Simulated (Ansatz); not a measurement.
## A ladder of methods for BNH2Cl (SMILES N[B]Cl)

The species is BNH2Cl (5 atoms), meant as a doublet with charge 0. SMILES: `N[B]Cl`. The shape is that of a PBE0-D4/def2-TZVP optimisation. This is one conformer, not always the lowest.

```xyz
5

N    -0.3340    0.4121   -0.2567
B    -0.0984   -0.5446    0.7044
Cl    1.3432   -1.5262    0.7846
H    -1.1767    0.9599   -0.2731
H     0.3158    0.6251   -1.0006
```

Each level gives the energy change with the N1–H5 bond stretched from 1.010 to 1.516 Å (eV). The values are calculated.

```json
{"level": "USVWN5/STO-3G", "kind": "LDA", "program": "Ansatz", "value (eV)": "2.04", "less FCI/STO-3G": "-0.07", "CPU time (all runs)": "2.3 s"}
{"level": "U-r2SCAN/STO-3G", "kind": "meta-GGA", "program": "Ansatz", "value (eV)": "2.18", "less FCI/STO-3G": "+0.07", "CPU time (all runs)": "10 s"}
{"level": "UB3LYP/STO-3G", "kind": "global hybrid", "program": "Ansatz", "value (eV)": "2.19", "less FCI/STO-3G": "+0.08", "CPU time (all runs)": "4.2 s"}
{"level": "UPBE0/STO-3G", "kind": "global hybrid", "program": "Ansatz", "value (eV)": "2.37", "less FCI/STO-3G": "+0.26", "CPU time (all runs)": "3.9 s"}
{"level": "UCAM-B3LYP/STO-3G", "kind": "range-separated hybrid", "program": "Ansatz", "value (eV)": "2.40", "less FCI/STO-3G": "+0.29", "CPU time (all runs)": "5 s"}
{"level": "UHSE06/STO-3G", "kind": "range-separated hybrid", "program": "Ansatz", "value (eV)": "2.36", "less FCI/STO-3G": "+0.25", "CPU time (all runs)": "5.2 s"}
{"level": "UBCCD(T)/STO-3G", "kind": "coupled cluster or CI", "program": "Ansatz", "value (eV)": "2.13", "less FCI/STO-3G": "+0.02", "CPU time (all runs)": "0.87 s"}
{"level": "UCCSD(T)/STO-3G", "kind": "coupled cluster or CI", "program": "Ansatz", "value (eV)": "2.13", "less FCI/STO-3G": "+0.02", "CPU time (all runs)": "0.64 s"}
{"level": "FCI/STO-3G", "kind": "exact in the basis", "program": "Ansatz", "value (eV)": "2.11", "less FCI/STO-3G": "0.00", "CPU time (all runs)": "2.3 min"}
```

FCI/STO-3G is exact within its basis and frozen core, so for wave-function methods in that basis the difference is their error; functionals converge differently with the basis, so for them it is only a difference. The first shape isn't each level's own minimum. The values span 2.04 to 2.40 eV. Spin contamination of the reference (⟨S²⟩ at least 0.1 too high) touches UBCCD(T)/STO-3G, UCCSD(T)/STO-3G. All rows use very small basis sets, so even the best lies far from the true value. CPU times are rough (shared hosts, several kinds of processor): they show what a rung costs within a factor of a few.

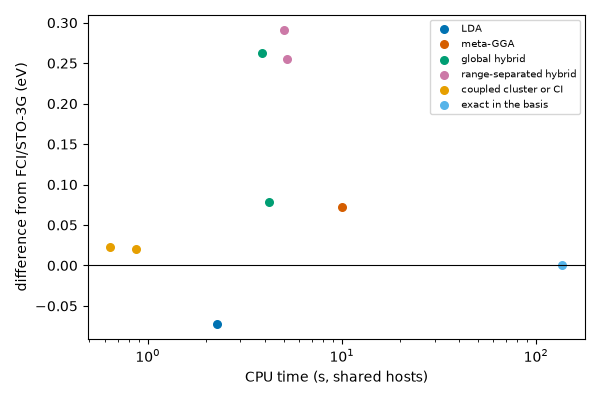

Difference from FCI/STO-3G against processor time, one point a level.
